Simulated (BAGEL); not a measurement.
# CH3ClO2Si (SMILES ClC1O[SiH2]O1) at RI-MP2/def2-SVP (density fitting with qzvpp-jkfit)

Aim: the energy change on altering one bond length of CH3ClO2Si at RI-MP2/def2-SVP (density fitting with qzvpp-jkfit), from 2 runs. 

The results are computed with BAGEL 1.2.2.

2 further runs of the same task are left out: 1 that didn't finish, 1 set aside as unsound or not needed. Runs told in other sessions of the task aren't counted.

## Step 1: Starting point

The species is CH3ClO2Si (8 atoms), meant as a singlet with charge 0. As SMILES, `ClC1O[SiH2]O1`. Geometry: relaxed at PBE0-D4/def2-TZVP.

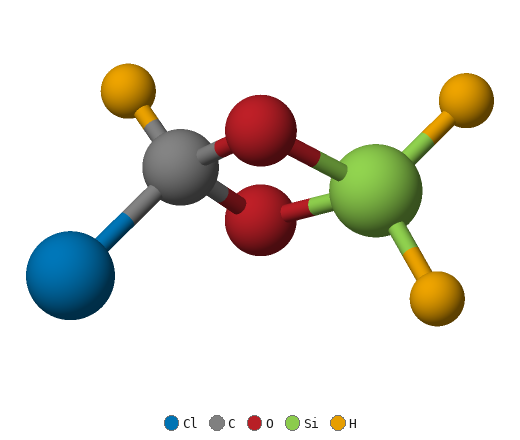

Viewed from a chosen angle; chlorine blue, carbon grey, oxygen red, silicon green, hydrogen amber.

## Step 2: A single-point energy at RI-MP2/def2-SVP (density fitting with qzvpp-jkfit)

File mp2.json:

```json
{ "bagel": [

{
  "title": "molecule",
  "basis": "svp",
  "df_basis": "qzvpp-jkfit",
  "angstrom": true,
  "geometry": [
    { "atom": "Cl", "xyz": [   -2.195900,    0.509700,    0.974400 ] },
    { "atom": "C", "xyz": [   -0.524200,    0.766600,    0.397600 ] },
    { "atom": "O", "xyz": [    0.378500,   -0.100700,    1.032000 ] },
    { "atom": "Si", "xyz": [    0.716100,   -0.757900,   -0.470600 ] },
    { "atom": "O", "xyz": [   -0.384400,    0.408700,   -0.952100 ] },
    { "atom": "H", "xyz": [   -0.298600,    1.817300,    0.580700 ] },
    { "atom": "H", "xyz": [    2.098700,   -0.537900,   -0.945700 ] },
    { "atom": "H", "xyz": [    0.301900,   -2.163000,   -0.672100 ] }
  ]
},
{
  "title": "hf"
},
{
  "title": "mp2",
  "ncore": 13
}

]}
```

Command:

```sh
$ BAGEL_NUM_THREADS=1 BAGEL mp2.json > mp2.out
```

Log:

```text
* using 1 threads per process

  ===============================================================
  ===============================================================

  *** Geometry ***

  { "atom" : "Cl", "xyz" : [     -4.149650,      0.963193,      1.841349 ] },
  { "atom" : "C", "xyz" : [     -0.990594,      1.448664,      0.751355 ] },
  { "atom" : "O", "xyz" : [      0.715261,     -0.190295,      1.950197 ] },
  { "atom" : "Si", "xyz" : [      1.353233,     -1.432223,     -0.889305 ] },
  { "atom" : "O", "xyz" : [     -0.726411,      0.772331,     -1.799208 ] },
  { "atom" : "H", "xyz" : [     -0.564272,      3.434199,      1.097364 ] },
  { "atom" : "H", "xyz" : [      3.965968,     -1.016484,     -1.787114 ] },
  { "atom" : "H", "xyz" : [      0.570508,     -4.087478,     -1.270085 ] },

  Number of auxiliary basis functions:      539

  Since a DF basis is specified, we compute 2- and 3-index integrals:
    o Being stored without compression. Storage requirement is 0.037 GB

  Number of basis functions:       93
  Number of electrons      :       56

    * METHOD: MOLECULE                             0.28

  *** RHF ***

  === Nuclear Repulsion ===
   300.1253325224

      * DIIS with orbital gradients will be used.

  === RHF iteration (svp) ===
      0       -937.19316811          0.01753632           0.12
      1       -937.34452433          0.01140231           0.12
      2       -937.41899539          0.00115392           0.12
      3       -937.42058780          0.00024696           0.11
      4       -937.42066059          0.00006839           0.11
      5       -937.42066995          0.00002228           0.13
      6       -937.42067062          0.00000824           0.12
      7       -937.42067070          0.00000207           0.13
      8       -937.42067071          0.00000055           0.12
      9       -937.42067071          0.00000028           0.12
     10       -937.42067071          0.00000007           0.12
     11       -937.42067071          0.00000002           0.12
     12       -937.42067071          0.00000001           0.12
    * SCF iteration converged.

    * Permanent dipole moment:
           (   -0.898393,     0.244820,     0.408278) a.u.

    * METHOD: HF                                   1.79

  *** RHF ***

  === Nuclear Repulsion ===
   300.1253325224

      * DIIS with orbital gradients will be used.

  === RHF iteration (svp) ===
      0       -937.42067071          0.00000000           0.12
    * SCF iteration converged.

    * Permanent dipole moment:
           (   -0.898393,     0.244820,     0.408278) a.u.

  === DF-MP2 calculation ===

    * freezing 13 orbitals
    * 3-index integral transformation done
    * assembly done

      MP2 correlation energy:   -0.7210246868      0.07

      MP2 total energy:       -938.1416953976

    * METHOD: MP2                                  0.33

  ===============================================================
```

Run time: 2.6 s. Hardware: 1 thread of Arm Neoverse V2, shared host; peak memory 0.15 GiB.

## Step 3: The distorted shape at the same level

File input.json:

```json
{ "bagel" : [

{
  "title" : "molecule",
  "basis" : "svp",
  "df_basis" : "qzvpp-jkfit",
  "angstrom" : true,
  "geometry" : [
    { "atom" : "Cl", "xyz" : [   -1.988802,    1.212243,    1.075149 ] },
    { "atom" : "C", "xyz" : [   -0.317102,    1.469143,    0.498349 ] },
    { "atom" : "O", "xyz" : [    0.585598,    0.601843,    1.132749 ] },
    { "atom" : "Si", "xyz" : [    0.923198,   -0.055357,   -0.369851 ] },
    { "atom" : "O", "xyz" : [   -0.177302,    1.111243,   -0.851351 ] },
    { "atom" : "H", "xyz" : [   -0.091502,    2.519843,    0.681449 ] },
    { "atom" : "H", "xyz" : [    2.305798,    0.164643,   -0.844951 ] },
    { "atom" : "H", "xyz" : [    0.301900,   -2.163000,   -0.672100 ] }
  ]
},
{
  "title" : "hf"
},
{
  "title" : "mp2",
  "ncore" : 13
}

]}
```

Command:

```sh
$ BAGEL_NUM_THREADS=1 BAGEL input.json > input.out
```

Log:

```text
* using 1 threads per process

  ===============================================================
  ===============================================================

  *** Geometry ***

  { "atom" : "Cl", "xyz" : [     -3.758291,      2.290807,      2.031737 ] },
  { "atom" : "C", "xyz" : [     -0.599236,      2.776278,      0.941743 ] },
  { "atom" : "O", "xyz" : [      1.106620,      1.137318,      2.140585 ] },
  { "atom" : "Si", "xyz" : [      1.744591,     -0.104610,     -0.698917 ] },
  { "atom" : "O", "xyz" : [     -0.335052,      2.099945,     -1.608820 ] },
  { "atom" : "H", "xyz" : [     -0.172914,      4.761813,      1.287752 ] },
  { "atom" : "H", "xyz" : [      4.357327,      0.311130,     -1.596726 ] },
  { "atom" : "H", "xyz" : [      0.570508,     -4.087478,     -1.270085 ] },

  Number of auxiliary basis functions:      539

  Since a DF basis is specified, we compute 2- and 3-index integrals:
    o Being stored without compression. Storage requirement is 0.037 GB

  Number of basis functions:       93
  Number of electrons      :       56

    * METHOD: MOLECULE                             0.28

  *** RHF ***

  === Nuclear Repulsion ===
   297.4061965163

      * DIIS with orbital gradients will be used.

  === RHF iteration (svp) ===
      0       -937.10298086          0.01752885           0.13
      1       -937.25429821          0.01147142           0.12
      2       -937.33015923          0.00114950           0.12
      3       -937.33184155          0.00027476           0.12
      4       -937.33193340          0.00007252           0.13
      5       -937.33194430          0.00001566           0.12
      6       -937.33194486          0.00000471           0.12
      7       -937.33194490          0.00000173           0.12
      8       -937.33194490          0.00000045           0.12
      9       -937.33194490          0.00000013           0.12
     10       -937.33194490          0.00000005           0.13
     11       -937.33194490          0.00000002           0.12
     12       -937.33194490          0.00000001           0.12
    * SCF iteration converged.

    * Permanent dipole moment:
           (   -0.985611,    -0.267221,     0.310348) a.u.

    * METHOD: HF                                   1.84

  *** RHF ***

  === Nuclear Repulsion ===
   297.4061965163

      * DIIS with orbital gradients will be used.

  === RHF iteration (svp) ===
      0       -937.33194490          0.00000000           0.12
    * SCF iteration converged.

    * Permanent dipole moment:
           (   -0.985611,    -0.267221,     0.310348) a.u.

  === DF-MP2 calculation ===

    * freezing 13 orbitals
    * 3-index integral transformation done
    * assembly done

      MP2 correlation energy:   -0.7284988198      0.07

      MP2 total energy:       -938.0604437212

    * METHOD: MP2                                  0.32

  ===============================================================
```

Run time: 2.6 s. Hardware: 1 thread of Arm Neoverse V2, shared host; peak memory 0.15 GiB.

## Step 4: What came out

At RI-MP2/def2-SVP (density fitting with qzvpp-jkfit), 13 core orbitals frozen:

```
                                                          quantity          value
                                         first shape: total energy  -938.14170 Eh
         first shape: correlation energy (13 core orbitals frozen)     -721.0 mEh
                                     distorted shape: total energy  -938.06044 Eh
     distorted shape: correlation energy (13 core orbitals frozen)     -728.5 mEh
energy change with the Si4–H8 bond stretched from 1.479 to 2.218 Å       2.211 eV
```

In words: One bond (distorted shape) is far stretched, which a spin-restricted single reference describes badly; perturbation theory on it can break down and give far too much correlation. With the Si4–H8 bond stretched from 1.479 to 2.218 Å the energy rises by 2.21 eV (51 kcal/mol). The first shape isn't relaxed at this level, so the change isn't measured from a minimum. A restricted reference can't describe the breaking bond well at this length.
